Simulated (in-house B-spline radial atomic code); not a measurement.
# Si³⁺: excited configurations

Wanted: excitation energies of Si³⁺ as differences of total energies (ΔSCF).

Method: non-relativistic CAM-B3LYP, spin-polarised, spherical density, exact exchange averaged over the configuration, point nucleus, basis-set limit. Code: in-house B-spline radial atomic code version 1.

## 1. What is computed

| Property | Result |
| --- | --- |
| element | silicon (Z = 14) |
| charge | +3 |
| electrons | 11 |
| configuration | [Ne] 3s1 |
| Hamiltonian | non-relativistic |
| nucleus | point |

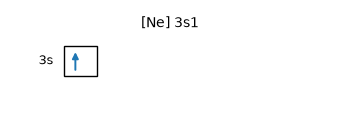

The shells outside the core, filled by Hund's rule for the drawing.

Where spins are not typed, each open shell is filled with up spins first.

Settings of the run:

```ini
Z = 14
electrons = 11.0
configuration = [Ne] 3s1
hamiltonian = nr
method = camb3lyp
spin_polarised = True
exact_exchange = averaged over the configuration
```

This reference run was done before. Its total energy is -287.254384 hartree, and its levels are (the highest eight at most):

```
orbital  occupation  energy (eV)  <r> (bohr)
  1s up           1     -1839.85      0.1116
1s down           1     -1839.58      0.1116
  2s up           1      -183.21      0.5668
2s down           1      -182.79      0.5673
  2p up           3      -138.55      0.5346
2p down           3      -138.26      0.5340
  3s up           1      -43.132       1.840
```

## 2. [Ne] 4s1

The settings differ from step 1 so:

```diff
@@ -2,3 +2,3 @@
 electrons = 11.0
-configuration = [Ne] 3s1
+configuration = [Ne] 4s1
 hamiltonian = nr
```

Launch:

```console
python run_scf.py task.json out
```

One command runs all members of the session, one after another, from task.json.

Main fields of the result record, rounded:

```text
{
  "status": "converged",
  "scf [iteration, energy, orbital gradient]": [
    [1, -283.755873622, 0.38],
    [2, -285.939174621, 0.185],
    [3, -286.32559354, 0.0582],
    [4, -286.364151953, 0.0177],
    [5, -286.367261073, 0.0071],
    [6, -286.367924997, 0.000127],
    [7, -286.367925114, 2.17e-05],
    [8, -286.367925117, 2.39e-06],
    [9, -286.367925117, 4.1e-07],
    [10, -286.367925117, 7.05e-08]
  ],
  "energy [hartree]": {"total": -286.367925117, "kinetic": 286.005241942, "nuclear": -665.3274959, "coulomb": 112.692876446, "exact_exchange": -4.56145873753, "xc": -15.1770888671},
  "orbitals [hartree, bohr; first row names the columns]": [
    ["name", "occ", "eps", "<r>"],
    ["1s up", 1.0, -67.920481, 0.1116],
    ["1s down", 1.0, -67.91755, 0.1116],
    ["2s up", 1.0, -7.0138189, 0.56602],
    ["2s down", 1.0, -7.0088945, 0.56595],
    ["2p up", 3.0, -5.3769836, 0.53234],
    ["2p down", 3.0, -5.3732591, 0.53198],
    ["4s up", 1.0, -0.76478866, 3.832]
  ],
  "sum_r [bohr^k]": {"-1": 47.52339, "1": 8.38012, "2": 19.40568},
  "energy_minus_base [hartree]": 0.886459098
}
```

It took 0.28 s on 1 thread, shared host.

energy_minus_base is the energy less that of the reference run.

## 3. Run with [He] 2s1 2p6 3s1 4d1

The settings differ from step 2 so:

```diff
@@ -2,3 +2,3 @@
 electrons = 11.0
-configuration = [Ne] 4s1
+configuration = [He] 2s1 2p6 3s1 4d1
 hamiltonian = nr
```

Result record:

```text
{
  "status": "converged",
  "scf [iteration, energy, orbital gradient]": [
    [1, -277.284666531, 0.43],
    [2, -280.297008478, 0.191],
    [3, -280.67607612, 0.065],
    [4, -280.720509492, 0.0214],
    [5, -280.725222294, 0.00738],
    [6, -280.725915138, 0.000216],
    [7, -280.72591532, 2.1e-05],
    [8, -280.725915323, 1.84e-06],
    [9, -280.725915323, 1.35e-07]
  ],
  "energy [hartree]": {"total": -280.725915323, "kinetic": 280.405329969, "nuclear": -646.844743627, "coulomb": 104.393682021, "exact_exchange": -4.23996618874, "xc": -14.4402174978},
  "orbitals [hartree, bohr; first row names the columns]": [
    ["name", "occ", "eps", "<r>"],
    ["1s up", 1.0, -69.028562, 0.1115],
    ["1s down", 1.0, -68.923618, 0.11158],
    ["2s up", 1.0, -7.817034, 0.55168],
    ["2p up", 3.0, -6.2027901, 0.51268],
    ["2p down", 3.0, -6.0266866, 0.51453],
    ["3s up", 1.0, -1.9649857, 1.665],
    ["4d up", 1.0, -0.54875967, 4.541]
  ],
  "sum_r [bohr^k]": {"-1": 46.2032, "1": 10.06236, "2": 29.03838},
  "energy_minus_base [hartree]": 6.52846889
}
```

It took 0.4 s on 1 thread, shared host.

## 4. [He] 2s1 2p6 3s1 3d1

The settings differ from step 3 so:

```diff
@@ -2,3 +2,3 @@
 electrons = 11.0
-configuration = [He] 2s1 2p6 3s1 4d1
+configuration = [He] 2s1 2p6 3s1 3d1
 hamiltonian = nr
```

Result record:

```text
{
  "status": "converged",
  "scf [iteration, energy, orbital gradient]": [
    [1, -277.781726362, 0.429],
    [2, -280.732133213, 0.191],
    [3, -281.167973248, 0.0637],
    [4, -281.215333787, 0.0206],
    [5, -281.219940797, 0.00732],
    [6, -281.220687944, 0.000155],
    [7, -281.22068807, 1.59e-05],
    [8, -281.220688074, 6.9e-07],
    [9, -281.220688074, 2.82e-08]
  ],
  "energy [hartree]": {"total": -281.220688074, "kinetic": 280.897446269, "nuclear": -650.239239563, "coulomb": 106.929500539, "exact_exchange": -4.24767613257, "xc": -14.5607191868},
  "orbitals [hartree, bohr; first row names the columns]": [
    ["name", "occ", "eps", "<r>"],
    ["1s up", 1.0, -68.781122, 0.1115],
    ["1s down", 1.0, -68.677381, 0.11158],
    ["2s up", 1.0, -7.5655892, 0.55219],
    ["2p up", 3.0, -5.9522595, 0.51343],
    ["2p down", 3.0, -5.7744231, 0.51493],
    ["3s up", 1.0, -1.7982828, 1.7136],
    ["3d up", 1.0, -0.98249013, 2.1038]
  ],
  "sum_r [bohr^k]": {"-1": 46.44566, "1": 7.677773, "2": 10.90682},
  "energy_minus_base [hartree]": 6.03369614
}
```

Run time: 0.33 s. Hardware: 1 thread, shared host.

## 5. Run with [Ne] 3d1

The settings differ from step 4 so:

```diff
@@ -2,3 +2,3 @@
 electrons = 11.0
-configuration = [He] 2s1 2p6 3s1 3d1
+configuration = [Ne] 3d1
 hamiltonian = nr
```

Result record:

```text
{
  "status": "converged",
  "scf [iteration, energy, orbital gradient]": [
    [1, -283.892307896, 0.382],
    [2, -286.045712599, 0.189],
    [3, -286.477194271, 0.0577],
    [4, -286.517663366, 0.0171],
    [5, -286.520652918, 0.00704],
    [6, -286.521357459, 4.22e-05],
    [7, -286.521357501, 9.23e-06],
    [8, -286.521357501, 3.42e-07],
    [9, -286.521357501, 1.6e-08]
  ],
  "energy [hartree]": {"total": -286.521357501, "kinetic": 286.154317466, "nuclear": -667.240278302, "coulomb": 114.273444637, "exact_exchange": -4.49219996445, "xc": -15.2166413383},
  "orbitals [hartree, bohr; first row names the columns]": [
    ["name", "occ", "eps", "<r>"],
    ["1s up", 1.0, -67.769955, 0.11159],
    ["1s down", 1.0, -67.770402, 0.11159],
    ["2s up", 1.0, -6.8490661, 0.56645],
    ["2s down", 1.0, -6.8448486, 0.56608],
    ["2p up", 3.0, -5.2148819, 0.53283],
    ["2p down", 3.0, -5.2109637, 0.53225],
    ["3d up", 1.0, -0.88157544, 2.3963]
  ],
  "sum_r [bohr^k]": {"-1": 47.66002, "1": 6.947316, "2": 9.611606},
  "energy_minus_base [hartree]": 0.733026713
}
```

Run time: 0.33 s. Hardware: 1 thread, shared host.

## 6. Run with [He] 2s2 2p5 3s1 4s1

The settings differ from step 5 so:

```diff
@@ -2,3 +2,3 @@
 electrons = 11.0
-configuration = [Ne] 3d1
+configuration = [He] 2s2 2p5 3s1 4s1
 hamiltonian = nr
```

Result record:

```text
{
  "status": "converged",
  "scf [iteration, energy, orbital gradient]": [
    [1, -279.277805012, 0.443],
    [2, -282.230681738, 0.18],
    [3, -282.554654894, 0.0635],
    [4, -282.594849248, 0.0221],
    [5, -282.599444695, 0.00688],
    [6, -282.600047145, 0.000171],
    [7, -282.600047318, 2.14e-05],
    [8, -282.600047321, 2.24e-06],
    [9, -282.600047321, 2.49e-07],
    [10, -282.600047321, 2.35e-08]
  ],
  "energy [hartree]": {"total": -282.600047321, "kinetic": 282.27365397, "nuclear": -650.393633896, "coulomb": 104.139632792, "exact_exchange": -4.13898587323, "xc": -14.4807143137},
  "orbitals [hartree, bohr; first row names the columns]": [
    ["name", "occ", "eps", "<r>"],
    ["1s up", 1.0, -69.082965, 0.11159],
    ["1s down", 1.0, -68.994824, 0.11148],
    ["2s up", 1.0, -7.8046422, 0.54979],
    ["2s down", 1.0, -7.6210446, 0.5537],
    ["2p up", 3.0, -6.2157569, 0.50892],
    ["2p down", 2.0, -6.0615422, 0.51261],
    ["3s up", 1.0, -1.9306067, 1.6638],
    ["4s up", 1.0, -0.80544048, 3.6562]
  ],
  "sum_r [bohr^k]": {"-1": 46.45669, "1": 9.198601, "2": 20.47692},
  "energy_minus_base [hartree]": 4.65433689
}
```

Wall time 0.34 s (1 thread, shared host).

## 7. Run with [He] 2s2 2p5 3s2

The settings differ from step 6 so:

```diff
@@ -2,3 +2,3 @@
 electrons = 11.0
-configuration = [He] 2s2 2p5 3s1 4s1
+configuration = [He] 2s2 2p5 3s2
 hamiltonian = nr
```

Result record:

```text
{
  "status": "converged",
  "scf [iteration, energy, orbital gradient]": [
    [1, -280.349448706, 0.425],
    [2, -283.185726359, 0.178],
    [3, -283.527172372, 0.0591],
    [4, -283.568289631, 0.0203],
    [5, -283.572809238, 0.0069],
    [6, -283.573435717, 7.91e-05],
    [7, -283.57343578, 1.27e-05],
    [8, -283.573435781, 3.09e-07],
    [9, -283.573435781, 2.66e-08]
  ],
  "energy [hartree]": {"total": -283.573435781, "kinetic": 283.213844296, "nuclear": -655.169146262, "coulomb": 107.190220677, "exact_exchange": -4.18654515379, "xc": -14.6218093384},
  "orbitals [hartree, bohr; first row names the columns]": [
    ["name", "occ", "eps", "<r>"],
    ["1s up", 1.0, -68.75697, 0.1116],
    ["1s down", 1.0, -68.6848, 0.11148],
    ["2s up", 1.0, -7.5041025, 0.55092],
    ["2s down", 1.0, -7.3449325, 0.55435],
    ["2p up", 3.0, -5.9145398, 0.51028],
    ["2p down", 2.0, -5.7781851, 0.51454],
    ["3s up", 1.0, -1.7227927, 1.7344],
    ["3s down", 1.0, -1.7101067, 1.7456]
  ],
  "sum_r [bohr^k]": {"-1": 46.7978, "1": 7.368293, "2": 9.307134},
  "energy_minus_base [hartree]": 3.68094843
}
```

Run time: 0.26 s. Hardware: 1 thread, shared host.

## 8. The excitation energies

| net move | configuration | 2|M_S|+1 | energy above the reference (eV) | largest <r> (bohr) |
| --- | --- | --- | --- | --- |
| 3s → 3d | [Ne] 3d1 | 2 | 19.947 | 2.40 |
| 3s → 4s | [Ne] 4s1 | 2 | 24.122 | 3.83 |
| 2p → 3s | [He] 2s2 2p5 3s2 | 2 | 100.16 | 1.75 |
| 2p → 4s | [He] 2s2 2p5 3s1 4s1 | 4 | 126.65 | 3.66 |
| 2s → 3d | [He] 2s1 2p6 3s1 3d1 | 4 | 164.19 | 2.10 |
| 2s → 4d | [He] 2s1 2p6 3s1 4d1 | 4 | 177.65 | 4.54 |

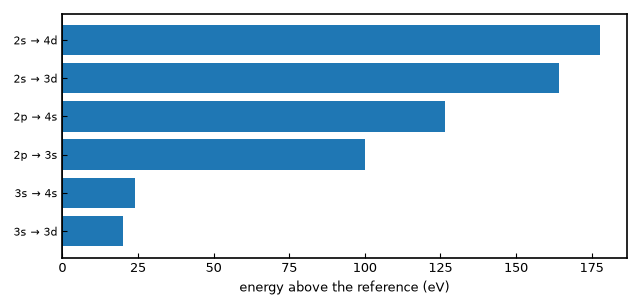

Energy of each configuration above the reference.

The lowest of them is 3s → 3d at 19.947 eV and the highest 2s → 4d at 177.65 eV. 4 of them lie more than 60 % above minus the reference's highest level (43.132 eV), in the range where a state can decay by emitting an electron. The reference has 2|M_S|+1 = 2; 3 of the configurations differ from it in spin. These are spherical averages at the typed spins, not spectroscopic levels.
